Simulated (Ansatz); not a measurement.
**Amorphous Si12Sn12O36**

A CHGNet melt-quench gave the starting glass, which DFT then relaxed. O atoms were pushed apart under 1.9 Å during the dynamics, to hinder bonds among them. The hot cell started wider than the set density and was brought back towards it in steps. It is the lowest in DFT energy of 2 quenches. It is a model cell: composition and starting density were chosen by hand, and all elements were melted together. No dispersion term was used.

Methods: PBE, scalar-relativistic without spin-orbit coupling (Ansatz, a program for electronic structure); r2SCAN, scalar-relativistic without spin-orbit coupling (Ansatz); HSE06, scalar-relativistic without spin-orbit coupling (Ansatz). Geometry, pressure, stress and energy are those of the PBE run. Its sampling: a 2×2×2 Γ-centred mesh; Fermi-Dirac width 0.02 eV; no spin polarisation. Other functionals are single points at the zone centre (r2SCAN at 500 eV; exact exchange cut at the cell's faces), free to take moments where seeds were set.

| Quantity | Result |
|---|---|
| Number of atoms in the cell | 60 |
| Density (volume relaxed, without dispersion) | 3.72 g/cm^3 |
| Volume per atom | 17.41 Å³ |
| Pressure on a 2×2×2 Γ-centred mesh | 0.00 GPa |
| Largest force and stress component on that mesh (the relaxation ran on the zone centre alone) | 0.09 eV/Å and 0.1 GPa |
| Energy relative to alpha cristobalite + litharge SnO (lowest mix at this level among the phases computed, not always the ambient ones) | 0.070 eV/atom |
| Gap on a 2×2×2 Γ-centred mesh (PBE) | 2.45 eV |
| Gap at the zone centre (PBE) | 2.69 eV |
| Gap at the zone centre (r2SCAN) | 2.98 eV |
| Gap at the zone centre (HSE06) | 3.57 eV |

Bonds are counted up to Si-Si 2.60 Å, Si-Sn 2.75 Å, Si-O 1.92 Å, Sn-Sn 3.06 Å, Sn-O 2.82 Å, O-O 1.58 Å. Two cations that share two anions don't count as bonded, nor two that share one unless they lie closer than Si-Si 2.38 Å, Si-Sn 2.68 Å, Sn-Sn 2.97 Å.

```json
{
 "Mean coordination of Si by anions": "4.00 (12 with 4)",
 "Mean coordination of Sn by anions": "3.08 (11 with 3, 1 with 4)",
 "Mean coordination of O": "2.36 (23 with 2, 13 with 3)",
 "Mean Si-O bond": "1.643 Å (spread 0.021 Å, 48 counted)",
 "Mean Sn-O bond": "2.234 Å (spread 0.159 Å, 37 counted)"
}
```

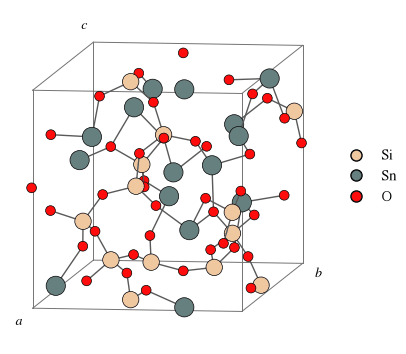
The relaxed cell

Its density started from a set value of 3.90 g/cm³. The simulated quench (nominally 290 K/ps over its main leg) is rapid and tends to freeze in more defects than a deposited or slowly cooled glass has. One small periodic cell is one sample of the glass; other quenches scatter about these values. Volume and shape were free in the relaxation.
